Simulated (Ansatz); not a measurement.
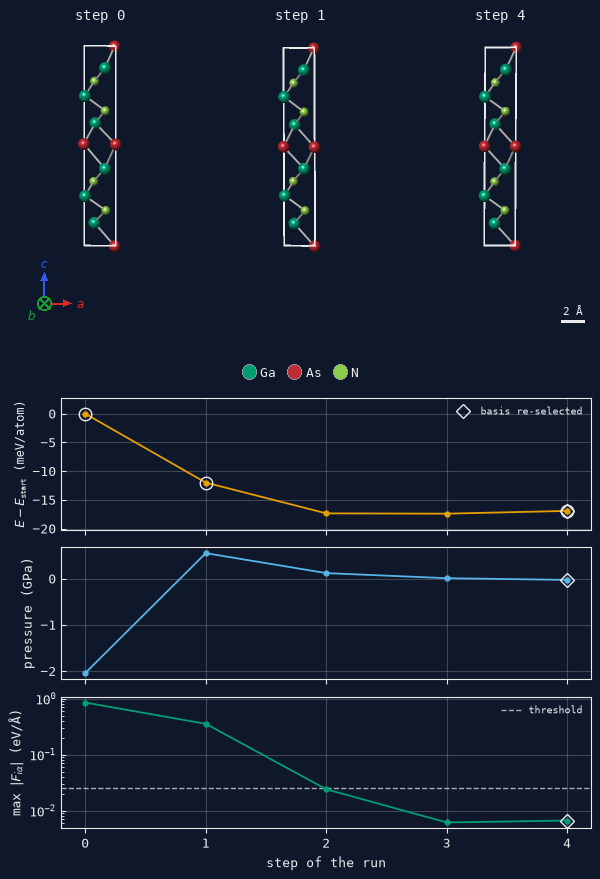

Frames of a relaxation of solid Ga3AsN2 (a generated structure, set up in P1) (coarse preliminary run), marked on the history of the run. The picture is a ball-and-stick view of the cell of the calculation, seen along the b axis.

All numbers below come from DFT PBE, scalar-relativistic, plane waves, PAW (Ansatz). Settings: plane-wave cutoff 420 eV; k-point mesh 6 × 6 × 2; occupations gaussian; smearing width 0.2 eV; no spin polarisation; cell and atoms relaxed; force threshold 0.025 eV/Å; at most 60 steps.

Describe the path.

After 3 accepted moves (4 points after the start) the energy has fallen by 16.9 meV per atom. Largest force component: 0.85 eV/Å at the start, 0.0067 eV/Å at the end. The pressure goes from −2.04 to −0.03 GPa. The SCF was repeated once at an unchanged geometry on a basis and grid sized afresh for the cell, which shifted the energy by 0.5 meV per atom at most. The largest move relative to the cell is that of an As atom, 0.14 Å along [0 −2 −1]. By element the largest moves are As 0.14 Å, Ga 0.09 Å, N 0.08 Å. Cell: a 3.254 → 3.193 Å (−1.9 %), b 3.174 → 3.191 Å (+0.5 %), c 17.783 → 17.645 Å (−0.8 %), α 89.0° → 90.0°, β 91.1° → 90.1°, γ 119.7° → 120.0°. Volume −2.4 %. Some distances before and after: As–Ga 2.921 → 2.714 Å, Ga–N 2.455 → 2.275 Å, As–Ga 2.887 → 2.719 Å, As–Ga 2.842 → 2.716 Å. Bond angles that change, for instance: Ga–As–Ga 173.5° → 179.8°, As–Ga–N 90.0° → 95.4°, Ga–As–Ga 174.7° → 179.8°. Within 0.06 Å the space group is P1 at the start and P-3m1 at the end; at a tighter tolerance small leftover displacements or strains of the cell lower it. The run took 7.5 min on 1 thread of Intel(R) Xeon(R) Processor @ 2.50GHz (Skylake/Cascade Lake) (shared host), peak memory 0.68 GiB. From step 0 to 1: an As atom moves most (0.16 Å), volume −2.8 %, energy −12.0 meV per atom. From step 1 to 4: an N atom moves most (0.08 Å), volume +0.4 %, energy −4.9 meV per atom.

```
step  E − E(0), meV/atom  largest force component, eV/Å  pressure, GPa  volume, Å³/atom                      note
   0                0.00                         0.8524          -2.04           13.293                          
   1              -11.98                         0.3557           0.55           12.925                          
   2              -17.33                         0.0242           0.12           12.968                          
   3              -17.39                         0.0062           0.01           12.976                          
   4              -16.90                         0.0067          -0.03           12.976  same geometry, new basis
```
